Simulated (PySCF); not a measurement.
# C5H6: excited states, first hyperpolarisability

What do calculations give for the excited states, first hyperpolarisability of C5H6 (`C=C=CC=C`)?

Programs: PySCF 2.14.0, with routines of our own; each step states its level. All values are computed. Atoms count from 0.

### 1 The starting structure

11 atoms, charge 0, multiplicity 1; geometry from: GFN2-xTB.

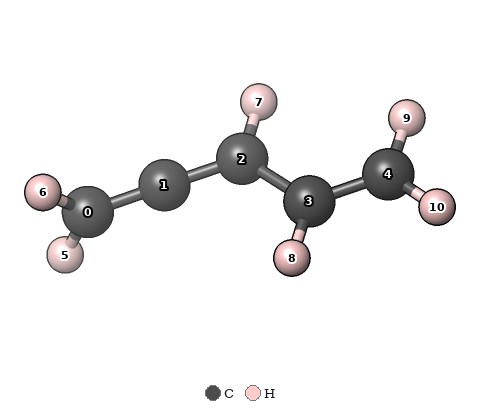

The starting geometry (carbon dark grey, hydrogen pink).

### 2 Optimising the geometry at PBE0-D3(BJ)/def2-TZVP

What the job is given:

```
{"job": {"xc": "PBE0", "basis": "def2-TZVP", "d3": "d3bj", "grid": 2, "kind": "geom"}, "charge": 0, "multiplicity": 1}
C      1.959030     1.445904     0.768011
C      0.931431     0.670037     0.659539
C     -0.107012    -0.111894     0.534826
C     -0.686572    -0.480595    -0.741634
C     -1.742570    -1.276763    -0.863051
H      2.966290     1.058858     0.779297
H      1.857813     2.516416     0.859568
H     -0.579815    -0.519709     1.420091
H     -0.204332    -0.066599    -1.617268
H     -2.235147    -1.698079    -0.001661
H     -2.153693    -1.534908    -1.823681
```

Run with:

```
$ OMP_NUM_THREADS=1 python excited_run.py task.json out
```

This one command runs all jobs of the session in turn.

Output:

```text
step   0  E = -193.88966301  max force = 0.004865
step   1  E = -193.88998526  max force = 0.000876
step   2  E = -193.88998630  max force = 0.000148
optimisation converged
```

Run time: 22 s. Hardware: 1 thread of Arm Neoverse V2, shared host; peak memory 0.79 GiB.

Step by step:

```tsv
step	energy from step 0 (eV)	largest force component (eV/Å)
0	0.0000	0.2502
1	-0.0088	0.0450
2	-0.0088	0.0076
```

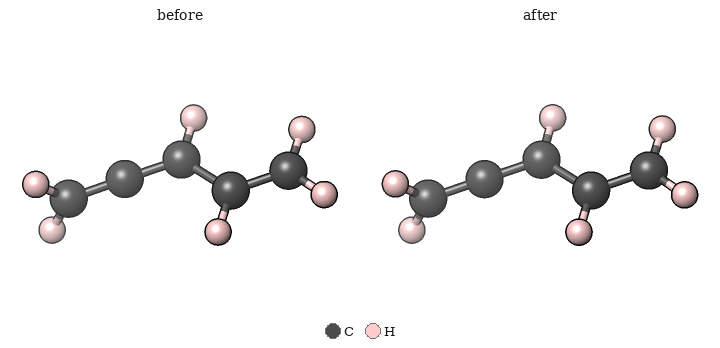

Before and after, at one scale.

Distances of close pairs at the start and the end, largest changes first:

```tsv
bond	before (Å)	after (Å)	change (Å)
C4–H9	1.078	1.085	+0.007
C0–H5	1.079	1.086	+0.007
C0–H6	1.079	1.086	+0.007
C4–H10	1.076	1.083	+0.006
C0–C1	1.292	1.298	+0.006
C2–H7	1.083	1.089	+0.005
C3–H8	1.082	1.086	+0.004
C3–C4	1.328	1.332	+0.004
```

The end geometry stands in the next job.

```tsv
at the end point	value
point group (found at 0.08 Å tolerance)	Cs
rotational constants (GHz, main isotopes)	35.063, 2.335, 2.223
dipole moment (D)	0.24
```

### 3 Excited states: TDA CAM-B3LYP/def2-TZVPD

What the job is given:

```
{"job": {"kind": "states", "xc": "CAM-B3LYP", "basis": "def2-TZVPD", "tda": true, "soc": true, "nstates": 6, "ntriplets": 5, "nquad": 4}, "charge": 0, "multiplicity": 1}
C      1.962400     1.422691     0.745720
C      0.930440     0.644843     0.626491
C     -0.110171    -0.139328     0.501666
C     -0.696861    -0.514974    -0.773026
C     -1.755996    -1.313092    -0.893302
H      2.972251     1.023244     0.757618
H      1.849959     2.498873     0.838963
H     -0.569825    -0.538523     1.404181
H     -0.222334    -0.105465    -1.660128
H     -2.248788    -1.735465    -0.023709
H     -2.161888    -1.568067    -1.864004
```

With the program's defaults for keys left out, this is: TDA CAM-B3LYP/def2-TZVPD excited states, vertical, gas phase, spin-orbit mean-field couplings.

Output:

```text
coarse grid: 9152 points
cycle   1  E = -193.9943123746  dE =  6.819e-01  |g| = 2.821e-01  |ddm| = 3.486e+00
cycle   2  E = -194.0089812275  dE = -1.467e-02  |g| = 1.923e-01  |ddm| = 1.120e+00
cycle   3  E = -194.0179520884  dE = -8.971e-03  |g| = 3.569e-02  |ddm| = 3.941e-01
cycle   4  E = -194.0181699201  dE = -2.178e-04  |g| = 2.671e-02  |ddm| = 7.747e-02
cycle   5  E = -194.0183537999  dE = -1.839e-04  |g| = 2.520e-03  |ddm| = 5.290e-02
cycle   6  E = -194.0183562450  dE = -2.445e-06  |g| = 1.627e-03  |ddm| = 1.126e-02
final grid: 88272 points
cycle   7  E = -194.0134397509  dE = -2.706e-05  |g| = 3.617e-03  |ddm| = 2.552e-01
cycle   8  E = -194.0134405331  dE = -7.822e-07  |g| = 3.135e-03  |ddm| = 1.961e-02
cycle   9  E = -194.0134430073  dE = -2.474e-06  |g| = 5.866e-04  |ddm| = 6.789e-03
cycle  10  E = -194.0134430857  dE = -7.835e-08  |g| = 1.795e-04  |ddm| = 1.292e-03
cycle  11  E = -194.0134430939  dE = -8.206e-09  |g| = 3.753e-05  |ddm| = 6.381e-04
cycle  12  E = -194.0134430943  dE = -3.954e-10  |g| = 1.367e-05  |ddm| = 1.312e-04
converged SCF energy = -194.0134430943

Singlet excitations
state   eV       nm        f     d(h-e)  d(exc)  Lambda  PR(NTO)  |dmu|/D   mu/D   main configurations
  1   5.4416   227.8   0.00003   1.159   3.085   0.357   1.170    3.589    3.351   H->L+2 0.49, H->L+1 0.23, H->L+4 0.09
  2   5.8336   212.5   0.00026   1.231   3.017   0.403   1.180    3.540    3.789   H-1->L 0.85
  3   6.2249   199.2   0.00336   0.638   3.915   0.340   1.047    1.817    1.659   H->L+1 0.66, H->L+2 0.17, H->L+3 0.09
  4   6.2759   197.6   1.20267   0.394   3.117   0.821   1.125    1.536    1.777   H->L 0.92
  5   6.7854   182.7   0.01704   0.753   4.272   0.331   1.057                     H->L+3 0.66, H->L+2 0.19
  6   6.7946   182.5   0.01131   0.292   3.794   0.334   1.045                     H->L+4 0.79, H->L+3 0.11

Triplet excitations (Tamm-Dancoff)
state   eV     d(h-e)  d(exc)  Lambda  PR(NTO)   main configurations
  1   3.3807   0.068   2.646   0.831   1.105   H->L 0.93
  2   4.7899   0.116   2.086   0.540   1.063   H-1->L+2 0.48, H-1->L+4 0.19, H-1->L+1 0.12
  3   5.1353   1.142   3.001   0.357   1.174   H->L+2 0.49, H->L+1 0.18, H->L+4 0.10
  4   5.2466   0.100   2.156   0.722   2.076   H->L+6 0.43, H-2->L 0.43
  5   5.5081   1.168   2.938   0.402   1.177   H-1->L 0.83
S1 - T1 = 2.0608 eV

Spin-orbit couplings |<S|Hso|T>| (cm-1)
             T1       T2       T3       T4       T5
S0        0.012    0.200    6.959    0.067   11.610
S1        4.366    0.248    0.011    2.620    0.054
S2        2.191    5.909    0.011    2.725    0.022
S3        0.721    0.346    0.046    3.121    0.003
S4        0.005    0.265    4.780    0.045    0.292
S5        1.232    0.194    1.864    1.447    0.453
S6        1.678    0.296    0.331    1.841    0.073
T1 sublevels (cm-1): 0.000 0.000 0.001   radiative rates (1/s): 0.000351 2.02e-05 0.0306
```

Wall time 30 s (1 thread of Arm Neoverse V2, shared host); peak memory 0.82 GiB.

Key values:

```tsv
quantity	value
S1 less T1	2.06 eV
```

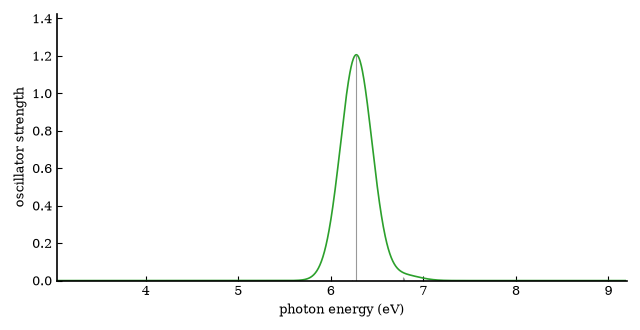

Absorption lines of the singlets. Lines are broadened to a width of 0.40 eV (Gaussian).

Orbitals, density, ELF and potential are computed afterwards from the orbital file.

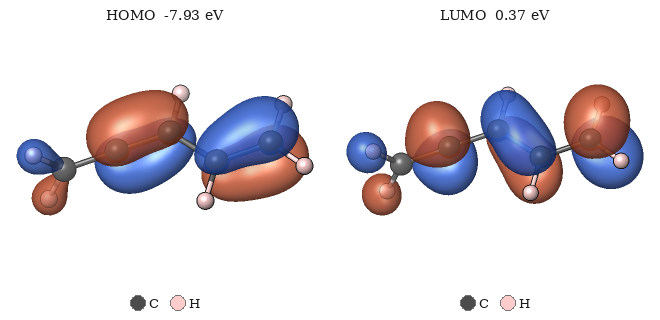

Frontier orbitals at CAM-B3LYP/def2-TZVPD; each surface holds 70 % of the orbital's density, blue and red mark the sign.

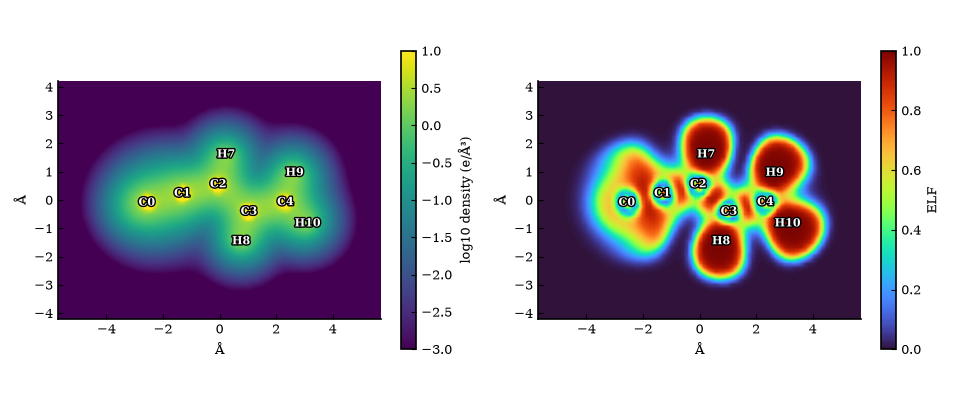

Density (left) and ELF (right) in a plane through or near 9 of the atoms.

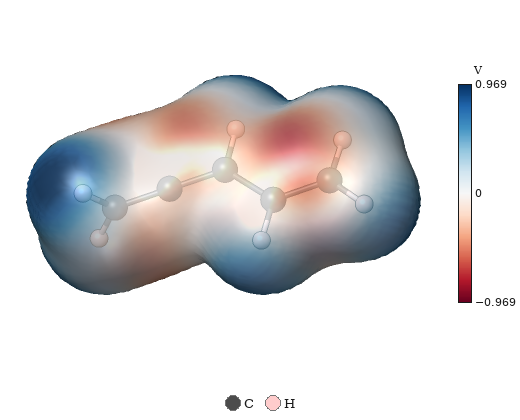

The potential that a unit positive charge feels on the 0.002 e/bohr³ surface, from -0.63 V near C4 to 0.97 V near H6.

### 4 Excited states: TDDFT CAM-B3LYP/def2-TZVPD

Settings changed since step 3:

```diff
@@ -1,2 +1,2 @@
-{"job": {"kind": "states", "xc": "CAM-B3LYP", "basis": "def2-TZVPD", "tda": true, "soc": true, "nstates": 6, "ntriplets": 5, "nquad": 4}, "charge": 0, "multiplicity": 1}
+{"job": {"kind": "states", "xc": "CAM-B3LYP", "basis": "def2-TZVPD", "tpa": true, "nstates": 8, "nquad": 6, "ntriplets": 0}, "charge": 0, "multiplicity": 1}
 C      1.962400     1.422691     0.745720
```

Method: TDDFT CAM-B3LYP/def2-TZVPD excited states, vertical, gas phase, two-photon moments by quadratic response.

Output:

```text
coarse grid: 9152 points
cycle   1  E = -193.9943123746  dE =  6.819e-01  |g| = 2.821e-01  |ddm| = 3.486e+00
cycle   2  E = -194.0089812275  dE = -1.467e-02  |g| = 1.923e-01  |ddm| = 1.120e+00
cycle   3  E = -194.0179520884  dE = -8.971e-03  |g| = 3.569e-02  |ddm| = 3.941e-01
cycle   4  E = -194.0181699201  dE = -2.178e-04  |g| = 2.671e-02  |ddm| = 7.747e-02
cycle   5  E = -194.0183537999  dE = -1.839e-04  |g| = 2.520e-03  |ddm| = 5.290e-02
cycle   6  E = -194.0183562450  dE = -2.445e-06  |g| = 1.627e-03  |ddm| = 1.126e-02
final grid: 88272 points
cycle   7  E = -194.0134397509  dE = -2.706e-05  |g| = 3.617e-03  |ddm| = 2.552e-01
cycle   8  E = -194.0134405331  dE = -7.822e-07  |g| = 3.135e-03  |ddm| = 1.961e-02
cycle   9  E = -194.0134430073  dE = -2.474e-06  |g| = 5.866e-04  |ddm| = 6.789e-03
cycle  10  E = -194.0134430857  dE = -7.835e-08  |g| = 1.795e-04  |ddm| = 1.292e-03
cycle  11  E = -194.0134430939  dE = -8.206e-09  |g| = 3.753e-05  |ddm| = 6.381e-04
cycle  12  E = -194.0134430943  dE = -3.954e-10  |g| = 1.367e-05  |ddm| = 1.312e-04
converged SCF energy = -194.0134430943

Singlet excitations
state   eV       nm        f     d(h-e)  d(exc)  Lambda  PR(NTO)  |dmu|/D   mu/D   delta(TPA)   sigma/GM   main configurations
  1   5.4265   228.5   0.00003   1.167   3.073   0.357   1.168    3.690    3.451        0.05      0.001   H->L+2 0.50, H->L+1 0.23, H->L+4 0.09
  2   5.8072   213.5   0.00025   1.282   3.023   0.404   1.134    3.626    3.875        0.53      0.007   H-1->L 0.86
  3   5.9111   209.7   0.85863   0.287   3.074   0.816   1.163    1.065    1.306       32.26      0.413   H->L 0.97
  4   6.2201   199.3   0.00340   0.630   3.922   0.339   1.043    1.771    1.608       14.96      0.212   H->L+1 0.67, H->L+2 0.16, H->L+3 0.09
  5   6.7814   182.8   0.01523   0.764   4.270   0.331   1.056    4.258    4.502      154.72      2.607   H->L+3 0.65, H->L+2 0.19
  6   6.7916   182.6   0.01150   0.312   3.803   0.333   1.045    1.996    2.225       12.11      0.205   H->L+4 0.78, H->L+3 0.13
  7   7.1721   172.9   0.07689   0.458   3.396   0.419   1.014                                            H-1->L+1 0.81, H-1->L+3 0.09
  8   7.2788   170.3   0.00765   0.262   3.199   0.666   1.352                                            H->L+6 0.82
```

Wall time 32 s (1 thread of Arm Neoverse V2, shared host); peak memory 0.83 GiB.

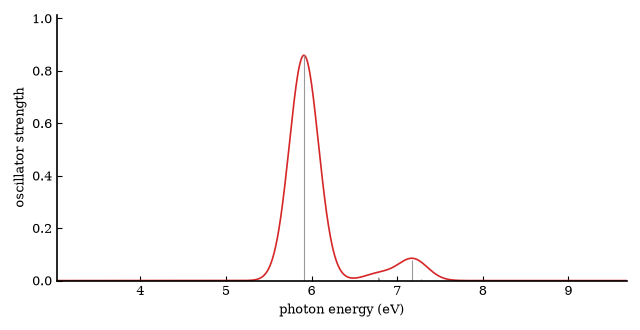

Absorption lines of the singlets. Lines are broadened to a width of 0.40 eV (Gaussian).

### 5 First hyperpolarisability: quadratic response CAM-B3LYP/def2-TZVPD

Settings changed since step 4:

```diff
@@ -1,2 +1,2 @@
-{"job": {"kind": "states", "xc": "CAM-B3LYP", "basis": "def2-TZVPD", "tpa": true, "nstates": 8, "nquad": 6, "ntriplets": 0}, "charge": 0, "multiplicity": 1}
+{"job": {"kind": "beta", "xc": "CAM-B3LYP", "basis": "def2-TZVPD"}, "charge": 0, "multiplicity": 1}
 C      1.962400     1.422691     0.745720
```

Level: quadratic response CAM-B3LYP/def2-TZVPD first hyperpolarisability, Taylor convention, gas phase.

Output:

```text
coarse grid: 9152 points
cycle   1  E = -193.9943123746  dE =  6.819e-01  |g| = 2.821e-01  |ddm| = 3.486e+00
cycle   2  E = -194.0089812275  dE = -1.467e-02  |g| = 1.923e-01  |ddm| = 1.120e+00
cycle   3  E = -194.0179520884  dE = -8.971e-03  |g| = 3.569e-02  |ddm| = 3.941e-01
cycle   4  E = -194.0181699201  dE = -2.178e-04  |g| = 2.671e-02  |ddm| = 7.747e-02
cycle   5  E = -194.0183537999  dE = -1.839e-04  |g| = 2.520e-03  |ddm| = 5.290e-02
cycle   6  E = -194.0183562450  dE = -2.445e-06  |g| = 1.627e-03  |ddm| = 1.126e-02
final grid: 88272 points
cycle   7  E = -194.0134397509  dE = -2.706e-05  |g| = 3.617e-03  |ddm| = 2.552e-01
cycle   8  E = -194.0134405331  dE = -7.822e-07  |g| = 3.135e-03  |ddm| = 1.961e-02
cycle   9  E = -194.0134430073  dE = -2.474e-06  |g| = 5.866e-04  |ddm| = 6.789e-03
cycle  10  E = -194.0134430857  dE = -7.835e-08  |g| = 1.795e-04  |ddm| = 1.292e-03
cycle  11  E = -194.0134430939  dE = -8.206e-09  |g| = 3.753e-05  |ddm| = 6.381e-04
cycle  12  E = -194.0134430943  dE = -3.954e-10  |g| = 1.367e-05  |ddm| = 1.312e-04
converged SCF energy = -194.0134430943

Lowest singlets (eV, f): 5.4265 0.0000  5.8072 0.0003  5.9111 0.8586

First hyperpolarisability (au)
process     nm      |vector|   parallel      HRS      DR
static         -       66.78      33.04      26.72   5.664
shg       1907.0       73.20      36.53      29.23   5.735
eope      1907.0       68.83      34.15          -       -
shg       1064.0       91.07      46.39      36.25   5.839
eope      1064.0       73.69       36.8          -       -
```

Run time: 27 s. Hardware: 1 thread of Arm Neoverse V2, shared host; peak memory 0.83 GiB.

### 6 Excited states: TDA CAM-B3LYP/def2-TZVPD in dimethylsulfoxide

Settings changed since step 5:

```diff
@@ -1,2 +1,2 @@
-{"job": {"kind": "beta", "xc": "CAM-B3LYP", "basis": "def2-TZVPD"}, "charge": 0, "multiplicity": 1}
+{"job": {"kind": "states", "xc": "CAM-B3LYP", "basis": "def2-TZVPD", "tda": true, "soc": true, "nstates": 6, "ntriplets": 5, "nquad": 4, "solvent": "dimethylsulfoxide"}, "charge": 0, "multiplicity": 1}
 C      1.962400     1.422691     0.745720
```

With the program's defaults for keys left out, this is: TDA CAM-B3LYP/def2-TZVPD excited states, vertical, IEF-PCM dimethylsulfoxide (non-equilibrium response), spin-orbit mean-field couplings.

Output:

```text
coarse grid: 9152 points
cycle   1  E = -193.9997234868  dE =  6.768e-01  |g| = 2.760e-01  |ddm| = 3.468e+00
cycle   2  E = -194.0143929232  dE = -1.467e-02  |g| = 1.816e-01  |ddm| = 1.259e+00
cycle   3  E = -194.0222146752  dE = -7.822e-03  |g| = 3.638e-02  |ddm| = 3.306e-01
cycle   4  E = -194.0224832969  dE = -2.686e-04  |g| = 2.385e-02  |ddm| = 8.187e-02
cycle   5  E = -194.0226278067  dE = -1.445e-04  |g| = 2.085e-03  |ddm| = 4.498e-02
cycle   6  E = -194.0226301830  dE = -2.376e-06  |g| = 1.356e-03  |ddm| = 1.117e-02
final grid: 88272 points
cycle   7  E = -194.0176730412  dE = -2.761e-05  |g| = 3.363e-03  |ddm| = 2.412e-01
cycle   8  E = -194.0176742844  dE = -1.243e-06  |g| = 2.509e-03  |ddm| = 1.985e-02
cycle   9  E = -194.0176758518  dE = -1.567e-06  |g| = 3.198e-04  |ddm| = 5.725e-03
cycle  10  E = -194.0176758728  dE = -2.096e-08  |g| = 1.768e-04  |ddm| = 1.300e-03
cycle  11  E = -194.0176758809  dE = -8.077e-09  |g| = 3.023e-05  |ddm| = 5.652e-04
cycle  12  E = -194.0176758812  dE = -3.068e-10  |g| = 1.291e-05  |ddm| = 1.378e-04
converged SCF energy = -194.0176758812

Singlet excitations
state   eV       nm        f     d(h-e)  d(exc)  Lambda  PR(NTO)  |dmu|/D   mu/D   main configurations
  1   5.4961   225.6   0.00006   1.132   3.069   0.375   1.217    4.099    3.770   H->L+2 0.57, H->L+1 0.18, H-1->L 0.09
  2   5.8399   212.3   0.00031   1.186   3.021   0.404   1.227    4.117    4.450   H-1->L 0.83
  3   5.9437   208.6   1.41346   0.348   3.056   0.826   1.124    1.708    2.036   H->L 0.93
  4   6.2043   199.8   0.00267   0.599   3.846   0.344   1.044    1.887    1.638   H->L+1 0.71, H->L+2 0.17
  5   6.8645   180.6   0.04640   0.661   4.178   0.307   1.073                     H->L+3 0.80, H->L+4 0.09
  6   6.9399   178.7   0.00021   0.481   3.872   0.326   1.031                     H->L+4 0.79, H->L+2 0.11

Triplet excitations (Tamm-Dancoff)
state   eV     d(h-e)  d(exc)  Lambda  PR(NTO)   main configurations
  1   3.4080   0.058   2.647   0.833   1.104   H->L 0.93
  2   4.8248   0.101   2.082   0.604   1.061   H-1->L+2 0.61, H-1->L+4 0.14, H-1->L+1 0.10
  3   5.1924   1.103   2.990   0.375   1.227   H->L+2 0.57, H->L+1 0.14, H-1->L 0.09
  4   5.2835   0.094   2.155   0.734   2.071   H->L+6 0.45, H-2->L 0.43
  5   5.5195   1.116   2.941   0.403   1.232   H-1->L 0.81
S1 - T1 = 2.0881 eV

Spin-orbit couplings |<S|Hso|T>| (cm-1)
             T1       T2       T3       T4       T5
S0        0.013    0.206    6.623    0.070   11.672
S1        4.369    0.202    0.014    2.692    0.045
S2        2.224    5.956    0.014    2.780    0.025
S3        0.003    0.210    4.974    0.034    0.254
S4        0.860    0.326    0.010    2.850    0.002
S5        1.457    0.199    1.144    1.203    0.330
S6        1.522    0.145    1.122    1.482    0.292
T1 sublevels (cm-1): 0.000 0.000 0.001   radiative rates (1/s): 0.00524 1.31e-05 0.0474
```

Wall time 25 s (1 thread of Arm Neoverse V2, shared host); peak memory 0.88 GiB.

From this job:

```tsv
quantity	value
S1 less T1	2.09 eV
```

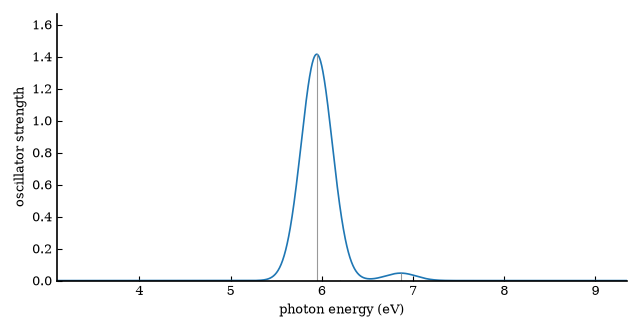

Absorption lines of the singlets. Lines are broadened to a width of 0.40 eV (Gaussian).

### 7 What came out

```
                                                          quantity                                             value
                                                       point group                                                Cs
                              rotational constants (main isotopes)                             35.06, 2.34, 2.22 GHz
                     S1 less T1 (step 3, TDA CAM-B3LYP/def2-TZVPD)                                           2.06 eV
                             surface potential, least and greatest                                -0.63 V and 0.97 V
        β vector (step 5, quadratic response CAM-B3LYP/def2-TZVPD)  static 67, SHG 1907.0 nm 73, SHG 1064.0 nm 91 au
S1 less T1 (step 6, TDA CAM-B3LYP/def2-TZVPD in dimethylsulfoxide)                                           2.09 eV
```

The optimisation took 2 steps and gained 0.009 eV; among the close pairs (by a distance rule), C4–H9 changed most, from 1.078 to 1.085 Å. No frequency check was run at this level, so the end point may be a saddle. In step 3, the number of triplets below S1 is 4, and the largest singlet-triplet spin-orbit coupling is S0–T5, 11.61 cm⁻¹. β grows from 67 au (static) to 91 au for doubling at 1064.0 nm: normal dispersion, which grows as twice the photon energy moves toward the bright states. In step 6, the number of triplets below S1 is 4, and the largest singlet-triplet spin-orbit coupling is S0–T5, 11.67 cm⁻¹.
